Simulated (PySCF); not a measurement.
```yaml
atoms:
  - { symbol: C, position_ang: [2.1971, 1.2495, -0.0086] }
  - { symbol: C, position_ang: [2.5810, -0.0103, -0.0773] }
  - { symbol: O, position_ang: [1.7774, -1.0990, -0.0524] }
  - { symbol: Si, position_ang: [0.1924, -1.4068, -0.1264] }
  - { symbol: C, position_ang: [-0.8541, -0.5299, 1.2271] }
  - { symbol: C, position_ang: [-1.5104, 0.7017, 0.6802] }
  - { symbol: N, position_ang: [-2.7574, 0.5070, 0.1828] }
  - { symbol: O, position_ang: [-0.9792, 1.7921, 0.6394] }
  - { symbol: H, position_ang: [1.1631, 1.5345, 0.0811] }
  - { symbol: H, position_ang: [2.9261, 2.0381, -0.0274] }
  - { symbol: H, position_ang: [3.6231, -0.3003, -0.1554] }
  - { symbol: H, position_ang: [0.2249, -2.8407, 0.1331] }
  - { symbol: H, position_ang: [-0.3672, -1.0618, -1.4361] }
  - { symbol: H, position_ang: [-1.6059, -1.2103, 1.6216] }
  - { symbol: H, position_ang: [-0.1944, -0.2377, 2.0432] }
  - { symbol: H, position_ang: [-3.2311, 1.2827, -0.2489] }
  - { symbol: H, position_ang: [-3.1924, -0.3967, 0.1635] }
```

Geometry: GFN2-xTB.

These are results of PBE0/pcSseg-1, SCF density, gas phase, non-relativistic (PySCF 2.14.0), not measurements.

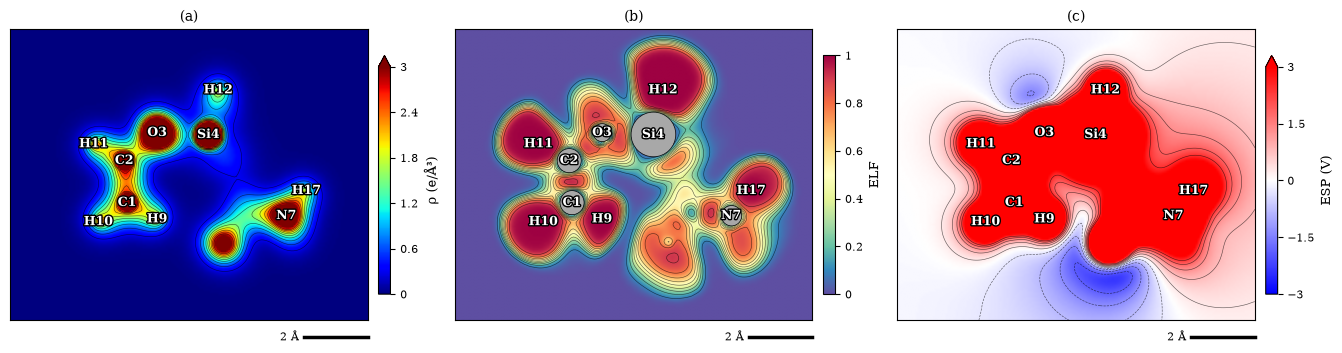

C$_{4}$H$_{9}$NO$_{2}$Si (SMILES C=CO[SiH2]CC(N)=O). (a) total electron density; (b) electron localisation function; (c) electrostatic potential on the plane of atoms C1, C2 and O3. Grey discs cover the atomic cores in the ELF map.

Q: What do the fields say about this system?

A: Atoms in the plane: C, O, Si, N and H.
C–C (1.32 Å): the density is about 2.4 e/Å³ at the midpoint; the ELF peaks at about 0.95 between the atoms; a short, multiple covalent bond.
Si–O (1.62 Å): ρ is about 1.2 e/Å³ halfway; the ELF peaks at about 0.90 between the atoms; a short, strongly polar bond.
N–H (1.00 Å): ρ is about 2.9 e/Å³ halfway; the ELF climbs to about 1 towards the hydrogen, as it does in any bond to H (an ordinary covalent bond to hydrogen).
C–O (1.35 Å): ρ is about 2.3 e/Å³ halfway, with its minimum of 1.9 e/Å³ about 0.5 Å from C; the ELF peaks at about 0.90 between the atoms (a shared but strongly polarised pair).
The ELF also peaks beside O8 and O3, away from the bonds: lone-pair regions.
Outside the dense part of the molecule the potential is most negative (−2.3 V) near O8, which lies off the plane.
